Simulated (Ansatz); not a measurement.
The relaxed structure here is a generated cell of ZrN: the first start was made by a random draw of sites in a space group, and the end was not matched to a known phase here, so it may be hypothetical. Known forms of ZrN include space group No. 225.

One stationary structure of ZrN. Space group Pm-3m (No. 221), CsCl type. Level of theory: PBEsol (plane waves to 420 eV, PAW, scalar-relativistic; Ansatz, a program for electronic structure).

```xyz
2
Lattice="2.8074 0.0000 0.0000 0.0000 2.8074 0.0000 0.0000 0.0000 2.8074" Properties=species:S:1:pos:R:3 pbc="T T T"
N      1.4037     1.4037     1.4037
Zr     0.0000     0.0000     0.0000
```

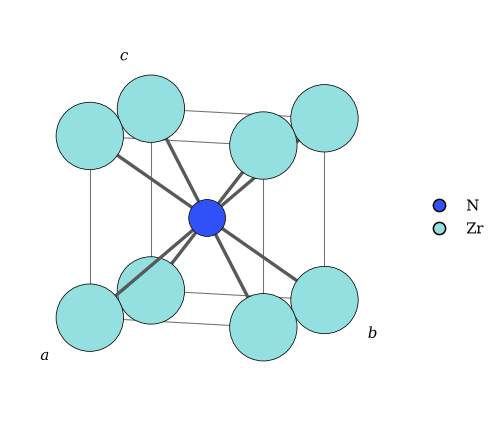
*The conventional cell of the relaxed structure*

```json
{
 "volume_per_atom": "11.06 Å³",
 "density": "7.90 g/cm³",
 "band_gap": "zero (metallic)",
 "shortest_distances": "N–Zr 2.43 Å; N–N 2.81 Å; Zr–Zr 2.81 Å",
 "k-mesh": "16×16×16"
}
```

Band energies at high-symmetry points (eV from the Fermi level; labels of this space group; no spin-orbit coupling), from −5 eV up to 2.5 eV:

```tsv
point	energies
Γ	-2.50 -2.50 -0.71 -0.71 -0.71
X	-2.49 -2.49 -1.33
M	-3.42 -3.42 -0.79 -0.29
R	–
```

No spin polarisation in the result. The relaxed primitive cell holds an odd number of electrons. A magnetic state may lie lower.

The run could not lose the symmetry of its start, so the end can be a saddle point.

All atoms sit on sites fixed by symmetry, so only the cell could relax.
